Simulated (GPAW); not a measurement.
# Polarising a 7-layer slab of Ir(111) with a field along the normal

The dipole of the cell at several fields, atoms fixed. What does the strongest field give, and what length does the slope stand for?

Set-up. GPAW 26.7.0, plane waves (400 eV), PAW setups, PBE, 13×13 mesh, a dipole layer in the vacuum; geometry relaxed without an applied field with GPAW. The cell's area is 6.39 Å², and e/ε0 = 180.95 V Å.

The runs, one held back:

```tsv
field (V/Å)	dipole (e Å)
−0.2	−0.1175
−0.1	−0.0586
−0.05	−0.0292
0.05	0.0296
0.1	0.0590
0.2	0.1178
0.3	?
```

Q: What is the dipole at 0.3 V/Å?

A: A line through the 6 points has the slope α = 0.588 e Å per V/Å and the intercept p₀ = 0.0002 e Å (r.m.s. residual 2.7e−05). At 0.3 V/Å it gives p = 0.0002 + 0.588 × 0.3 = 0.1766 e Å; the run gives 0.1767 e Å, so the response stays linear to 0.0 % of the induced part. Dividing by ε0 and the area: α/(ε0 A) = 0.588 × 180.95 / 6.39 = 16.67 Å, against 13.36 Å between the outer nuclei. A metal screens fully, so the excess of 3.31 Å puts the image planes about 1.66 Å outside the outer atoms on average.

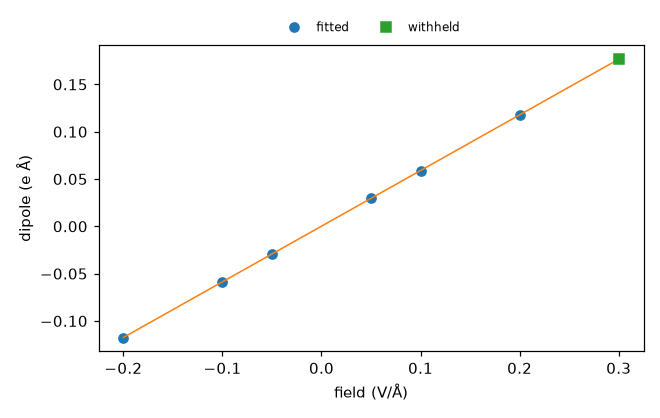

The line and the withheld run.

**Limits.** This is the electronic response alone; ions that move would add to it in polar layers. No run was spin-polarised, so magnetic states weren't tested. Spin-orbit coupling is left out, which matters for the heavier atoms here.

[Logs are printed without paths, hosts, clocks, repeated set-up lines and the standing remarks that a program may print on its own settings, such as how far it seeks lower states.]
